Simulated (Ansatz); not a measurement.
**SnH2Cl (SMILES [Cl][SnH2]) at UPBE/STO-3G**

What is the electronic atomisation energy of SnH2Cl at UPBE/STO-3G? 

The results are computed with Ansatz 0.2.0.

51 further runs of the same task are left out: 15 that didn't finish, 36 set aside as unsound or not needed.

## Step 1: The structure to begin with

SnH2Cl has 4 atoms, charge 0, and is taken as a doublet. SMILES: `[Cl][SnH2]`. Geometry: relaxed at PBE0-D4/def2-TZVP.

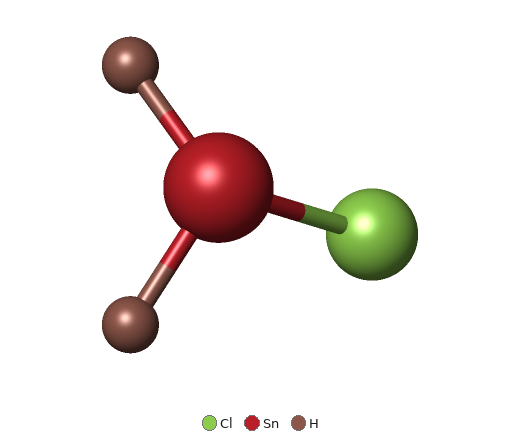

Viewed from a chosen angle; chlorine green, tin red, hydrogen brown.

## Step 2: The energy at UPBE/STO-3G

The input, in.yaml:

```yaml
crystal:
  periodic: [false, false, false]
  atoms:
    - {symbol: Cl, position_ang: [-1.882600, 0.398400, -0.585000]}
    - {symbol: Sn, position_ang: [0.380000, -0.179600, -0.397100]}
    - {symbol: H, position_ang: [0.412500, -1.500000, 0.709600]}
    - {symbol: H, position_ang: [1.145500, 1.221000, 0.252100]}
basis:
  gaussian:
    orbitals: STO-3G
magnetization:
  spin_polarized: true
  initial_magnetization: 1
hamiltonian:
  xc: {name: PBE}
accuracy: high
```

Command:

```
$ ansatz run in.yaml --threads 1 --pin off --max-ram 2610MiB --events-out events.jsonl --progress --plain --runs-dir runs
```

Output:

```text
Warning: RAYON_NUM_THREADS=1 ignored (pool sized by the plan → 1); use --threads N
Functional definition: PBE
  name "PBE"
  parameter kappa = 0.804
  parameter beta = 0.06672455060314922
  exchange = pbe_x(kappa = kappa, mu = beta*pi^2/3)
  correlation = pbe_c(beta = beta)
682 factors; integrals over basis functions are off by at most 5.9e-9 eV
mean field evaluation 1: about -174720.6461 eV, gradient 9.3e0 eV
mean field evaluation 2: about -174718.9344 eV, gradient 1.6e1 eV
mean field evaluation 4: about -174721.7247 eV, gradient 4.1e-1 eV
mean field evaluation 8: about -174721.6742 eV, gradient 2.4e-3 eV
mean field evaluation 16: about -174721.6742 eV, gradient 1.9e-8 eV
mean field -174721.67421096 eV, -6420.9030966485 hartree, gradient 1.9e-8 eV, S^2 0.750637; 0 other end points of the search recorded, 0 dependent functions left out
reference -174721.67421279 eV, -6420.9030967155 hartree; 35, 34 occupied and 3, 4 virtual orbitals, 682 factors
Total energy: -174721.67421279 eV, -6420.9030967155 hartree
```

Run time: 2.8 s. Hardware: 1 thread of Arm Neoverse V2, shared host; peak memory 0.14 GiB.

## Step 3: The Cl atom

The input, in.yaml:

```yaml
basis:
  gaussian:
    orbitals: STO-3G
crystal:
  periodic: [false, false, false]
  atoms:
    - symbol: Cl
      position_ang: [0.000000, 0.000000, 0.000000]
magnetization:
  spin_polarized: true
  initial_magnetization: 1
hamiltonian:
  xc: pbe
accuracy: high
```

Run the same way, it converges to -454.91342 Eh (log not shown).

## Step 4: The H atom

The input, run.yaml:

```yaml
crystal:
  periodic: [false, false, false]
  atoms:
    - symbol: H
      position_ang: [0.000000, 0.000000, 0.000000]
basis:
  gaussian:
    orbitals: STO-3G
total_charge: 0
magnetization:
  spin_polarized: true
  initial_magnetization: 1
hamiltonian:
  xc: {name: PBE}
accuracy: high
```

Command:

```
$ ansatz run run.yaml --threads 1 --pin off --max-ram 2610MiB --events-out events.jsonl --progress --plain --runs-dir runs
```

Output:

```text
Warning: RAYON_NUM_THREADS=1 ignored (pool sized by the plan → 1); use --threads N
Functional definition: PBE
  name "PBE"
  parameter kappa = 0.804
  parameter beta = 0.06672455060314922
  exchange = pbe_x(kappa = kappa, mu = beta*pi^2/3)
  correlation = pbe_c(beta = beta)
1 factors; integrals over basis functions are off by at most 4.6e-10 eV
mean field evaluation 1: about -12.6363 eV, gradient 0.0e0 eV
mean field evaluation 2: about -12.6363 eV, gradient 0.0e0 eV
mean field -12.63630448 eV, -0.4643756244 hartree, gradient 0.0e0 eV, S^2 0.750000; 0 other end points of the search recorded, 0 dependent functions left out
reference -12.63630558 eV, -0.4643756647 hartree; 1, 0 occupied and 0, 1 virtual orbitals, 1 factors
Total energy: -12.63630558 eV, -0.4643756647 hartree
```

Run time: 0.06 s. Hardware: 1 thread of Arm Neoverse V2, shared host.

## Step 5: The Sn atom

The input, input.yaml:

```yaml
crystal:
  periodic: [false, false, false]
  atoms:
    - symbol: Sn
      position_ang: [0.000000, 0.000000, 0.000000]
basis:
  gaussian: {orbitals: STO-3G}
hamiltonian: {xc: pbe}
magnetization: {spin_polarized: true, initial_magnetization: 2}
accuracy: high
```

Run the same way, it converges to -5964.56879 Eh (log not shown).

## Step 6: Summary of results

Level: UPBE/STO-3G.

| quantity | value |
| --- | --- |
| molecule: total energy | -6420.90310 Eh |
| molecule: ⟨S²⟩ | 0.751 |
| Cl atom: total energy | -454.91342 Eh |
| Cl atom: ⟨S²⟩ | 0.750 |
| H atom: total energy | -0.46438 Eh |
| H atom: ⟨S²⟩ | 0.750 |
| Sn atom: total energy | -5964.56879 Eh |
| Sn atom: ⟨S²⟩ | 2.000 |
| electronic atomisation energy | 13.392 eV |

What this shows: Taking the molecule apart into free atoms costs 13.39 eV (1292 kJ/mol), before zero-point energy and without spin-orbit coupling. In a minimal basis such a difference can be off by several eV, whatever the method. Relativity is left out (molecule) although the molecule holds a heavy atom. Relativity is left out (Sn atom) although the molecule holds a heavy atom.
